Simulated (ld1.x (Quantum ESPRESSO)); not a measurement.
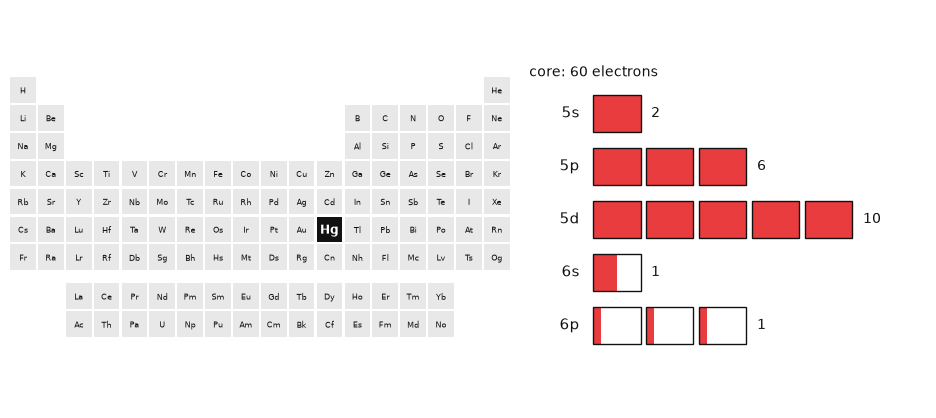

Figure 1. Left, the place of mercury in the periodic table; right, the valence shells of the reference configuration: a box for each of the 2l + 1 orbitals, shaded by the share of the shell that is filled, with the electron count at the right. The shells are those of the unaltered input.

## Pseudopotential generation for Hg

System: mercury (Hg, Z = 80), core [Kr] 4d10 4f14, reference valence 5s2 5p6 5d10 6s1 6p1, valence charge 20. (This line and the method describe the unaltered input from which the odd one was made.)
Method: TM potential, PBE, scalar-relativistic, made with ld1.x (Quantum ESPRESSO) 7.5.

**Input file**
```
 &input
   title='Hg', zed=80., rel=1, dft='PBE', iswitch=3, tr2=1e-8,
   config='[Xe] 4f14 5d10 6s1 6p1',
   nld=3, rlderiv=1.70, eminld=-11.0, emaxld=5.0, deld=0.04
 /
 &inputp
   pseudotype=2, tm=.true., lloc=2,
   nlcc=.false.,
   file_pseudopw='Hg.UPF', file_wfcaegen='ae.wfc', file_wfcncgen='nc.wfc', file_beta='beta', file_chi='chi'
 /
3
5S  1  0   2.00   0.00  1.50  1.50  0.0
5P  2  1   6.00   0.00  1.05  1.05  0.0
5D  3  2  10.00   0.00  1.55  1.55  0.0
 &test
   configts(1)='5s2 5p6 5d10 6s1 6p1'
 /
```

Launched with:
```bash
ld1.x < Hg.in > Hg.out
```

**The program's output**
```
     Program LD1 v.7.5
     --------------------------- All-electron run ----------------------------

     Hg
     scalar relativistic calculation

     atomic number is 80.00
     dft =PBE   lsd =0 sic =0 latt =0  beta=0.20 tr2=1.0E-08
     Exchange-correlation= PBE
                           (   1   4   3   4   0   0   0)
     mesh =1279 r(mesh) =  98.78773 a.u. xmin = -7.00 dx = 0.01250
     1 Ry =  13.60569312 eV, c = 137.03599908

     n l     nl                  e(Ry)          e(Ha)          e(eV)
     1 0     1S 1( 2.00)     -6114.3848     -3057.1924    -83190.4434
     2 0     2S 1( 2.00)     -1083.7784      -541.8892    -14745.5562
     2 1     2P 1( 6.00)      -934.4057      -467.2028    -12713.2366
     3 0     3S 1( 2.00)      -257.3085      -128.6542     -3500.8601
     3 1     3P 1( 6.00)      -214.1619      -107.0809     -2913.8206
     4 0     4S 1( 2.00)       -56.7038       -28.3519      -771.4943
     4 1     4P 1( 6.00)       -42.5616       -21.2808      -579.0798
     3 2     3D 1(10.00)      -168.8221       -84.4110     -2296.9413
     5 0     5S 1( 2.00)        -8.8524        -4.4262      -120.4428
     5 1     5P 1( 6.00)        -5.0562        -2.5281       -68.7927
     4 2     4D 1(10.00)       -25.7967       -12.8983      -350.9814
     4 3     4F 1(14.00)        -7.2121        -3.6061       -98.1258
     5 2     5D 1(10.00)        -0.8843        -0.4422       -12.0318
     6 0     6S 1( 1.00)        -0.6167        -0.3083        -8.3904
     6 1     6P 1( 1.00)        -0.1527        -0.0763        -2.0772

     final scf error:  7.9E-09 reached in  19 iterations

     Etot =  -39244.985567 Ry,  -19622.492783 Ha, -533955.230238 eV

     Ekin =   44068.803353 Ry,   22034.401676 Ha,  599586.614717 eV
     Encl =  -97771.062975 Ry,  -48885.531487 Ha,-1330243.079141 eV
     Eh   =   15197.721537 Ry,    7598.860769 Ha,  206775.535402 eV
     Exc  =    -740.447482 Ry,    -370.223741 Ha,  -10074.301217 eV

     normalization and overlap integrals

     s(1S/1S) =  1.000000  <r> =   0.0166  <r2> =    0.0004  r(max) =   0.0102
     s(2S/2S) =  1.000000  <r> =   0.0699  <r2> =    0.0058  r(max) =   0.0589
     s(2P/2P) =  1.000000  <r> =   0.0633  <r2> =    0.0049  r(max) =   0.0488
     s(3S/3S) =  1.000000  <r> =   0.1806  <r2> =    0.0373  r(max) =   0.1662
     s(3P/3P) =  1.000000  <r> =   0.1821  <r2> =    0.0385  r(max) =   0.1662
     s(4S/4S) =  1.000000  <r> =   0.3992  <r2> =    0.1798  r(max) =   0.3746
     s(4P/4P) =  1.000000  <r> =   0.4254  <r2> =    0.2057  r(max) =   0.3938
     s(3D/3D) =  1.000000  <r> =   0.1650  <r2> =    0.0319  r(max) =   0.1361
     s(5S/5S) =  1.000000  <r> =   0.9016  <r2> =    0.9117  r(max) =   0.8232
     s(5P/5P) =  1.000000  <r> =   1.0395  <r2> =    1.2218  r(max) =   0.9328
     s(4D/4D) =  1.000000  <r> =   0.4489  <r2> =    0.2327  r(max) =   0.4037
     s(4F/4F) =  1.000000  <r> =   0.4825  <r2> =    0.2810  r(max) =   0.3653
     s(5D/5D) =  1.000000  <r> =   1.4821  <r2> =    2.6110  r(max) =   1.1682
     s(6S/6S) =  1.000000  <r> =   2.6192  <r2> =    7.8651  r(max) =   2.1825
     s(6P/6P) =  1.000000  <r> =   4.1734  <r2> =   20.7578  r(max) =   3.1361

     ------------------------ End of All-electron run ------------------------

     --------------------- Generating NC pseudopotential ---------------------

      Generating local pot.: lloc=2, matching radius rcloc =   1.5500

      Wfc   5S  rcut= 1.481  Using Troullier-Martins method

      Wfc   5P  rcut= 1.044  Using Troullier-Martins method

     ------------------- End of pseudopotential generation -------------------

     --------------------------- All-electron run ----------------------------

     Hg
     scalar relativistic calculation

     atomic number is 80.00
     dft =PBE   lsd =0 sic =0 latt =0  beta=0.20 tr2=1.0E-08
     Exchange-correlation= PBE
                           (   1   4   3   4   0   0   0)
     mesh =1279 r(mesh) =  98.78773 a.u. xmin = -7.00 dx = 0.01250
     1 Ry =  13.60569312 eV, c = 137.03599908

     n l     nl                  e(Ry)          e(Ha)          e(eV)
     1 0     1S 1( 2.00)     -6114.3848     -3057.1924    -83190.4434
     2 0     2S 1( 2.00)     -1083.7784      -541.8892    -14745.5562
     2 1     2P 1( 6.00)      -934.4057      -467.2028    -12713.2366
     3 0     3S 1( 2.00)      -257.3085      -128.6542     -3500.8601
     3 1     3P 1( 6.00)      -214.1619      -107.0809     -2913.8206
     4 0     4S 1( 2.00)       -56.7038       -28.3519      -771.4943
     4 1     4P 1( 6.00)       -42.5616       -21.2808      -579.0798
     3 2     3D 1(10.00)      -168.8221       -84.4110     -2296.9413
     5 0     5S 1( 2.00)        -8.8524        -4.4262      -120.4428
     5 1     5P 1( 6.00)        -5.0562        -2.5281       -68.7927
     4 2     4D 1(10.00)       -25.7967       -12.8983      -350.9814
     4 3     4F 1(14.00)        -7.2121        -3.6061       -98.1258
     5 2     5D 1(10.00)        -0.8843        -0.4422       -12.0318
     6 0     6S 1( 1.00)        -0.6167        -0.3083        -8.3904
     6 1     6P 1( 1.00)        -0.1527        -0.0763        -2.0772

     final scf error:  7.9E-09 reached in  19 iterations

     Etot =  -39244.985567 Ry,  -19622.492783 Ha, -533955.230238 eV

     Ekin =   44068.803353 Ry,   22034.401676 Ha,  599586.614717 eV
     Encl =  -97771.062975 Ry,  -48885.531487 Ha,-1330243.079141 eV
     Eh   =   15197.721537 Ry,    7598.860769 Ha,  206775.535402 eV
     Exc  =    -740.447482 Ry,    -370.223741 Ha,  -10074.301217 eV

     normalization and overlap integrals

     s(1S/1S) =  1.000000  <r> =   0.0166  <r2> =    0.0004  r(max) =   0.0102
     s(2S/2S) =  1.000000  <r> =   0.0699  <r2> =    0.0058  r(max) =   0.0589
     s(2P/2P) =  1.000000  <r> =   0.0633  <r2> =    0.0049  r(max) =   0.0488
     s(3S/3S) =  1.000000  <r> =   0.1806  <r2> =    0.0373  r(max) =   0.1662
     s(3P/3P) =  1.000000  <r> =   0.1821  <r2> =    0.0385  r(max) =   0.1662
     s(4S/4S) =  1.000000  <r> =   0.3992  <r2> =    0.1798  r(max) =   0.3746
     s(4P/4P) =  1.000000  <r> =   0.4254  <r2> =    0.2057  r(max) =   0.3938
     s(3D/3D) =  1.000000  <r> =   0.1650  <r2> =    0.0319  r(max) =   0.1361
     s(5S/5S) =  1.000000  <r> =   0.9016  <r2> =    0.9117  r(max) =   0.8232
     s(5P/5P) =  1.000000  <r> =   1.0395  <r2> =    1.2218  r(max) =   0.9328
     s(4D/4D) =  1.000000  <r> =   0.4489  <r2> =    0.2327  r(max) =   0.4037
     s(4F/4F) =  1.000000  <r> =   0.4825  <r2> =    0.2810  r(max) =   0.3653
     s(5D/5D) =  1.000000  <r> =   1.4821  <r2> =    2.6110  r(max) =   1.1682
     s(6S/6S) =  1.000000  <r> =   2.6192  <r2> =    7.8651  r(max) =   2.1825
     s(6P/6P) =  1.000000  <r> =   4.1734  <r2> =   20.7578  r(max) =   3.1361

     ------------------------ End of All-electron run ------------------------

     Computing logarithmic derivative in   1.71043
     Computing logarithmic derivative in   1.71043
     Computing the partial wave expansion
     R is outside the sphere for l=    0 j= 0.00
     R is outside the sphere for l=    1 j= 0.00
       no projector for channel:   2

     ---------------------- Testing the pseudopotential ----------------------

     Hg
     scalar relativistic calculation

     atomic number is 80.00   valence charge is 20.00
     dft =PBE   lsd =0 sic =0 latt =0  beta=0.20 tr2=1.0E-08
     mesh =1279 r(mesh) =  98.78773 xmin = -7.00 dx = 0.01250

     n l     nl             e AE (Ry)        e PS (Ry)    De AE-PS (Ry)
     1 0     5S   1( 2.00)       -8.85239       -8.85237       -0.00002
     2 1     5P   1( 6.00)       -5.05617       -5.05630        0.00013
     3 2     5D   1(10.00)       -0.88432       -0.88435        0.00003
     2 0     6S   1( 1.00)       -0.61669       -0.57542       -0.04127  !
     3 1     6P   1( 1.00)       -0.15267       -0.14597       -0.00670  !

     eps = 1.6E-09  iter =  7

     Etot =  -39244.985567 Ry,  -19622.492783 Ha, -533955.230238 eV
     Etotps =  -307.178499 Ry,    -153.589250 Ha,   -4179.376396 eV

     Ekin =      95.530403 Ry,      47.765201 Ha,    1299.757342 eV
     Encl =    -634.482910 Ry,    -317.241455 Ha,   -8632.579763 eV
     Ehrt =     257.828259 Ry,     128.914129 Ha,    3507.932168 eV
     Ecxc =     -27.250730 Ry,     -13.625365 Ha,    -370.765067 eV
     Epseu=       1.196479 Ry,       0.598239 Ha,      16.278925 eV

     ---------------------- End of pseudopotential test ----------------------
```

**Outcome**

- outcome: generated; the pseudo-atom misses its reference levels by up to 0.56 eV (6s, which has no pseudo-wave of its own)
- reference test: the pseudo-atom misses its own reference levels by up to 0.56 eV
- hardware: 1 CPU thread, shared host
- wall time: 0.53 s

**What is odd here**

One thing in this input was made odd on purpose: threshold tr2=1e-8. The program ran to the end. The all-electron total energy moves by +0.0033 Ry against the unaltered input (−39244.9889 Ry), a numerical error of the setting. The pseudo-atom misses the all-electron 6s level by 0.041 Ry, much as with the unaltered input. No test for ghost states or cutoffs was run on this potential, so its soundness isn't shown.
